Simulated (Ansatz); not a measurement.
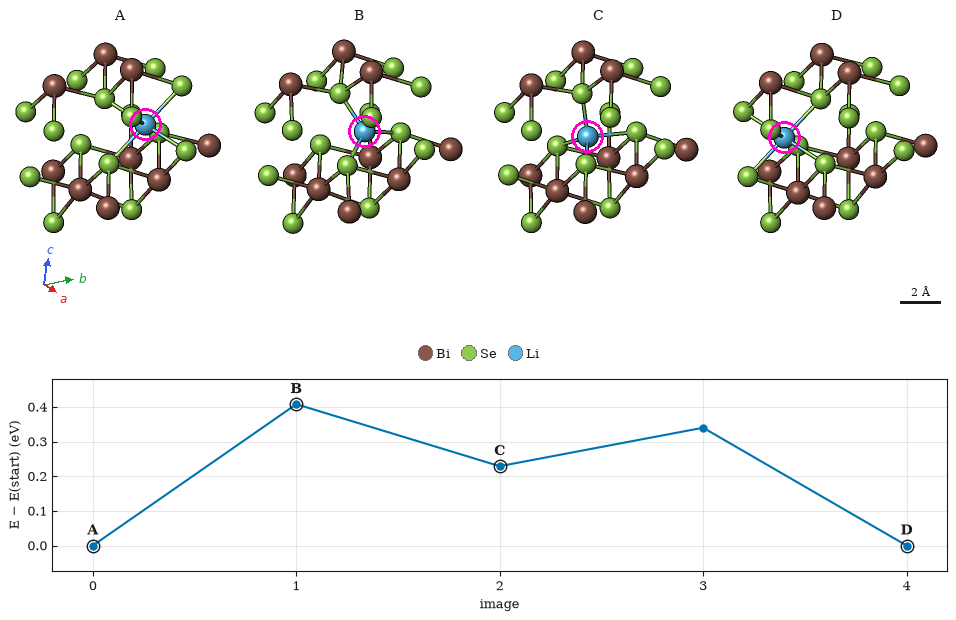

NEB run on a defect cell of composition LiBi₈Se₁₂ (21 atoms in the cell). Images are numbered from 0 (start) to 4 (end). Frames A to D are images 0, 1, 2, 4. A ball-and-stick model of the atoms within 5.7 Å of the middle of the path, seen slightly off an axis. The moving atom is ringed, with any periodic copies. Bonds to atoms that aren't drawn are left out.

These are results of Ansatz 0.2.0, DFT PBEsol, scalar-relativistic, plane waves, PAW, not measurements. Settings: plane-wave cutoff 420 eV; k-point mesh 3 × 3 × 3; Gaussian smearing 0.1 eV; 3 movable images; climbing image.

**What happens along the path, and what is the barrier?**

The two ends have the same energy, and the highest point, image 1, lies 0.41 eV above the start. The profile has 2 maxima (images 1, 3) with a dip at image 2 (+0.23 eV), so the process runs in steps. The path has more than one stage, and so few images may leave a stage unresolved. The Li atom travels furthest, 4.13 Å from end to end, along −b, on a path that bends up to 1.33 Å away from the straight line. At the highest image its nearest neighbour (Se) is 2.30 Å away, against 2.71 Å at the start, and the surrounding atoms stand up to 0.32 Å off the mean of their end positions. The band converged in 17 iterations. The largest component of the band force went from 5.3 to 0.035 eV/Å. The climbing image converged on the top of the path. Its curvatures weren't checked.

Limits of the set-up: the cell has an odd number of electrons but was run without spin polarisation; the periodic images lie only 8.3 Å apart, so the values are limited by the cell's size.

Cost: 32 min on 4 threads of Intel(R) Xeon(R) Platinum 8375C CPU @ 2.90GHz (Ice Lake), on a shared host, peak memory 5.3 GiB.
